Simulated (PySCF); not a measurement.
**SiCl (doublet): density, localisation and related maps**

```xyz
2

Si    0.0000    0.0000   -1.1522
Cl    0.0000    0.0000    0.9218
```

Level of theory: PBE0/def2-TZVPPD, non-relativistic Hamiltonian with scalar-relativistic core potentials where named, at a bond length of 2.074 Å in PySCF.

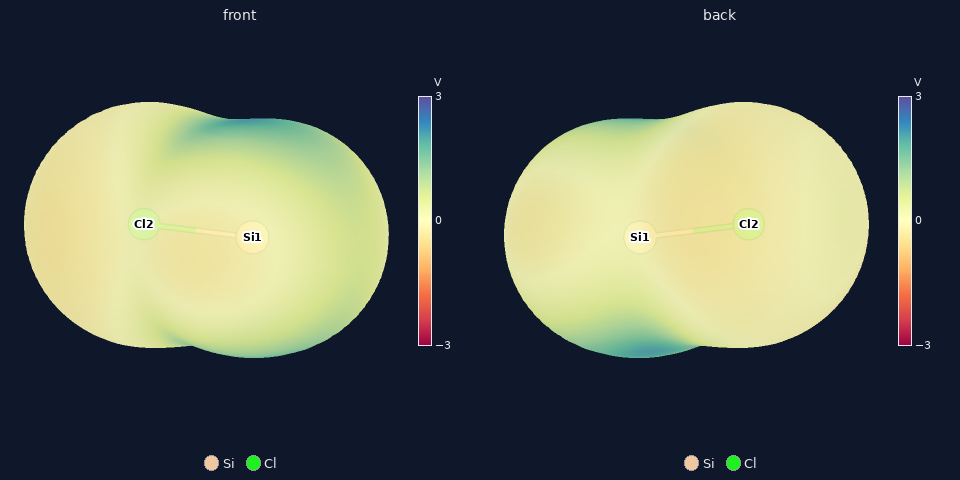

Figure 1. The molecular electrostatic potential painted on the density surface at 0.002 e/bohr³, seen from the front and from behind; the colour scale runs from red (negative) to blue (positive).

**Where is the surface potential most negative and most positive?**

The most negative region (about −0.3 V) lies over Cl2, the most positive (about +2.1 V) over Si1.

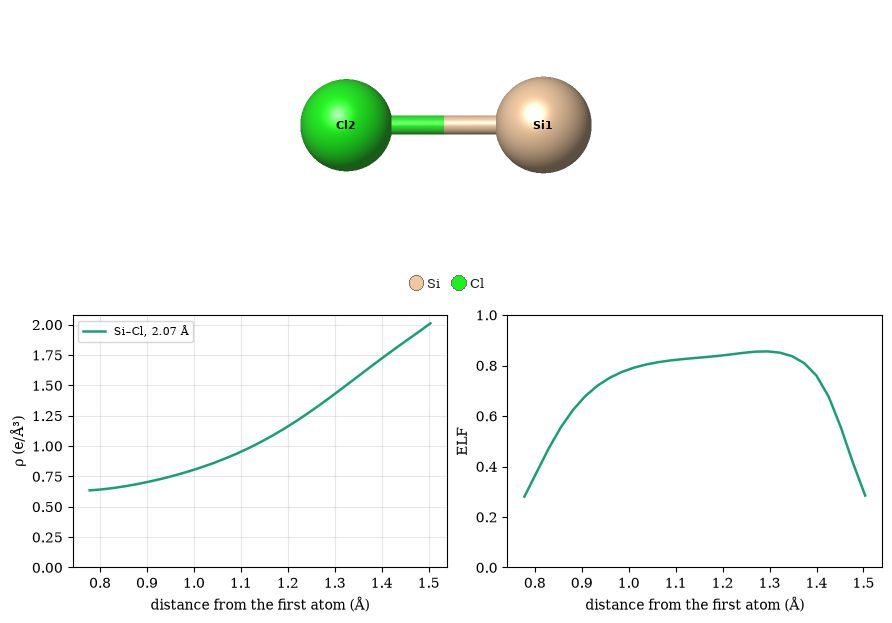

Figure 2. Electron density and ELF along straight lines between neighbouring atoms. The curves leave out the atomic cores. The structure is drawn too.

**What kind of bonding do the profiles show?**

Si–Cl (2.07 Å): ρ at the midpoint is about 0.85 e/Å³; the ELF peaks at about 0.85 between the atoms; a polar covalent bond.
